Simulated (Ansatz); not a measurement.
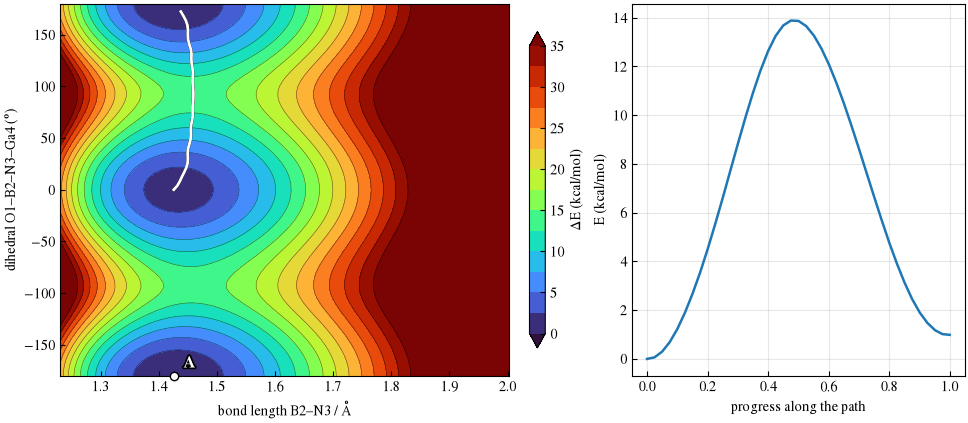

BBrGaH4NO, SMILES OB[NH][GaH][Br]. The first coordinate is: bond length B2–N3; the second: dihedral O1–B2–N3–Ga4. Nothing is relaxed (all other coordinates rigid). The scan uses a 9 × 9 grid. Points are written as (first, second). Energies: kcal/mol, counted from the lowest grid point. Theory: RKS PBE-D4/def2-SVP in Ansatz 0.2.0.

The picture shows filled contours, a line along the lowest path, one colour for all values above the top of the scale, the energy along the path at the right, the start A. Between grid points the surface is interpolated.

Describe the path and its barrier.

The easiest path leads from the well at (1.423 Å, −180°) to the well at about (1.43 Å, 0°), about 0.99 kcal/mol higher. Its highest point lies about 14 kcal/mol above the bottom of the first well on the interpolated surface, at about (1.46 Å, 95°). This is the barrier on the constrained surface; relaxing the other coordinates would change it.
